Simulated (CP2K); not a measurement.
# Si2H5OF (SMILES O[SiH](F)[SiH3]) at GFN1-xTB

What is the energy change on altering one bond length of Si2H5OF at GFN1-xTB? 

Program for the calculation: CP2K 2026.2.

2 further runs of the same task are left out: 2 set aside as unsound or not needed.

## Step 1: Starting point

The species is Si2H5OF (9 atoms), meant as a singlet with charge 0. As SMILES, `O[SiH](F)[SiH3]`. The shape is that of a PBE0-D4/def2-TZVP optimisation. This is one conformer, not always the lowest.

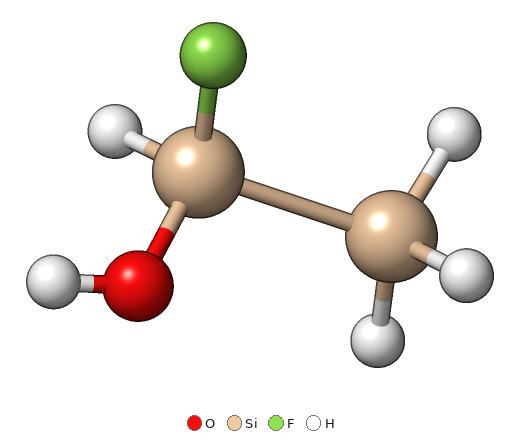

Viewed from a chosen angle; oxygen red, silicon light orange, fluorine green, hydrogen white.

## Step 2: The energy at GFN1-xTB

Input file qs.inp:

```
&GLOBAL
   PROJECT qs
   RUN_TYPE ENERGY
   PRINT_LEVEL MEDIUM
&END
&FORCE_EVAL
   METHOD QUICKSTEP
   &DFT
      CHARGE 0
      MULTIPLICITY 1
      &QS
         METHOD XTB
         EPS_DEFAULT 1.0E-10
         &XTB
            GFN_TYPE TBLITE
            &TBLITE
               METHOD GFN1
            &END
            CHECK_ATOMIC_CHARGES F
         &END
      &END
      ! isolated system
      &POISSON
         PERIODIC NONE
         POISSON_SOLVER ANALYTIC
      &END
      &SCF
         SCF_GUESS ATOMIC
         EPS_SCF 1.0E-06
         MAX_SCF 150
         ADDED_MOS 4
         &DIAGONALIZATION
            ALGORITHM STANDARD
         &END
         &MIXING
            METHOD DIRECT_P_MIXING
            ALPHA 0.4
         &END
         &SMEAR ON
            METHOD FERMI_DIRAC
            ELECTRONIC_TEMPERATURE [K] 300
         &END
      &END
      ! extra output
      &PRINT
         &MOMENTS
            PERIODIC F
            REFERENCE COM
            MAX_MOMENT 1
         &END
         &MO ON
            ENERGIES T
            OCCUPATION_NUMBERS T
            NDIGITS 6
            &EACH
               QS_SCF 0
            &END
            ADD_LAST NUMERIC
         &END
         &HIRSHFELD OFF
         &END
      &END
   &END
   ! structure
   &SUBSYS
      &CELL
         ABC [angstrom] 11.8 10.6 12.6
         PERIODIC NONE
      &END
      &COORD
         O      5.404450     4.584100     8.024200
         Si     4.965450     5.034300     6.513800
         F      4.021350     6.328700     6.575500
         Si     6.931950     5.566000     5.364400
         H      4.746450     4.189300     8.599100
         H      4.132350     3.979500     5.875500
         H      6.595650     6.055500     4.000900
         H      7.778650     4.349700     5.242200
         H      7.684750     6.620500     6.092300
      &END
   &END
&END
```

The run is started by

```bash
$ OMP_NUM_THREADS=1 cp2k.psmp -i qs.inp -o qs.out
```

Log, cut to the lines that bear on the results:

```text
CP2K| version string:                                       CP2K version 2026.2
[...]
 GLOBAL| Method name                                                        CP2K
[...]
 GLOBAL| Run type                                                         ENERGY
[...]
                             - Atoms:                                          9
[...]
                             - Spherical basis functions:                     36
[...]
 Number of electrons:                                                         26
[...]
  *** SCF run converged in    14 steps ***
[...]
  Fermi energy:                                                -0.27233501389804
[...]
 TB_DIPOLE| Moment [Debye]         -0.51656484      -1.68065809       0.49526806
 TB_DIPOLE| Derivative [a.u.]       0.00000000       0.00000000       0.00000000
[...]
 ENERGY| Total FORCE_EVAL ( QS ) energy [hartree]            -16.394709539722545
[...]
```

Wall time 0.28 s (1 thread of Arm Neoverse V1, shared host).

## Step 3: The distorted shape

Input file molecule.inp:

```
&GLOBAL
   PROJECT_NAME molecule
   RUN_TYPE ENERGY
   PRINT_LEVEL MEDIUM
&END GLOBAL

&FORCE_EVAL
   METHOD QS
   &DFT
      &QS
         METHOD XTB
         EPS_DEFAULT 1.0E-10
         &XTB
            GFN_TYPE TBLITE
            &TBLITE
               METHOD GFN1
            &END TBLITE
            CHECK_ATOMIC_CHARGES F
         &END XTB
      &END QS
      &POISSON
         PERIODIC NONE
         POISSON_SOLVER ANALYTIC
      &END POISSON
      &SCF
         SCF_GUESS ATOMIC
         EPS_SCF 1.0E-06
         MAX_SCF 150
         ADDED_MOS 4
         &DIAGONALIZATION
            ALGORITHM STANDARD
         &END DIAGONALIZATION
         &MIXING
            METHOD DIRECT_P_MIXING
            ALPHA 0.4
         &END MIXING
         &SMEAR ON
            METHOD FERMI_DIRAC
            ELECTRONIC_TEMPERATURE [K] 300
         &END SMEAR
      &END SCF
      &PRINT
         &MOMENTS
            PERIODIC F
            REFERENCE COM
            MAX_MOMENT 1
         &END MOMENTS
         &MO ON
            ENERGIES T
            OCCUPATION_NUMBERS T
            NDIGITS 6
            &EACH
               QS_SCF 0
            &END EACH
            ADD_LAST NUMERIC
         &END MO
         &HIRSHFELD OFF
         &END HIRSHFELD
      &END PRINT
   &END DFT
   &SUBSYS
      &CELL
         ABC 11.8 10.8 12.6
         PERIODIC NONE
      &END CELL
      &COORD
         O      5.394946     4.605021     8.024200
         Si     4.955946     5.055221     6.513800
         F      4.011846     6.349621     6.575500
         Si     6.922446     5.586921     5.364400
         H      4.736946     4.210221     8.599100
         H      4.122846     4.000421     5.875500
         H      6.586146     6.076421     4.000900
         H      7.769146     4.370621     5.242200
         H      7.788154     6.799579     6.201473
      &END COORD
   &END SUBSYS
&END FORCE_EVAL
```

The run is started by

```bash
$ OMP_NUM_THREADS=1 cp2k.psmp -i molecule.inp > molecule.out 2>&1
```

Log, cut to the lines that bear on the results:

```text
CP2K| version string:                                       CP2K version 2026.2
[...]
 GLOBAL| Method name                                                        CP2K
[...]
 GLOBAL| Run type                                                         ENERGY
[...]
                             - Atoms:                                          9
[...]
                             - Spherical basis functions:                     36
[...]
 Number of electrons:                                                         26
[...]
  *** SCF run converged in    14 steps ***
[...]
  Fermi energy:                                                -0.27813291076308
[...]
 TB_DIPOLE| Moment [Debye]         -0.66580553      -1.89488338       0.34402536
 TB_DIPOLE| Derivative [a.u.]       0.00000000       0.00000000       0.00000000
[...]
 ENERGY| Total FORCE_EVAL ( QS ) energy [hartree]            -16.381721460019040
[...]
```

Wall time 0.28 s (1 thread of Arm Neoverse V1, shared host).

## Step 4: Outcome

At GFN1-xTB:

| quantity | value |
| --- | --- |
| first shape: total energy | -16.39471 Eh |
| first shape: dipole moment (from atomic charges alone) | 1.83 D |
| first shape: HOMO energy | -11.10 eV |
| first shape: LUMO energy | -6.51 eV |
| first shape: HOMO–LUMO gap | 4.59 eV |
| first shape: dispersion energy | -6.79 kJ/mol |
| distorted shape: total energy | -16.38172 Eh |
| distorted shape: dipole moment (from atomic charges alone) | 2.04 D |
| distorted shape: HOMO energy | -11.08 eV |
| distorted shape: LUMO energy | -6.67 eV |
| distorted shape: HOMO–LUMO gap | 4.41 eV |
| distorted shape: dispersion energy | -6.88 kJ/mol |
| energy change with the Si4–H9 bond stretched from 1.486 to 1.709 Å | 0.353 eV |

What this shows: With the Si4–H9 bond stretched from 1.486 to 1.709 Å the energy rises by 0.35 eV (8.2 kcal/mol). The first shape isn't relaxed at this level, so the change isn't measured from a minimum. The dipole (first shape) comes from point charges on the atoms alone, without atomic dipoles, so it is partial. The dipole (distorted shape) comes from point charges on the atoms alone, without atomic dipoles, so it is partial.
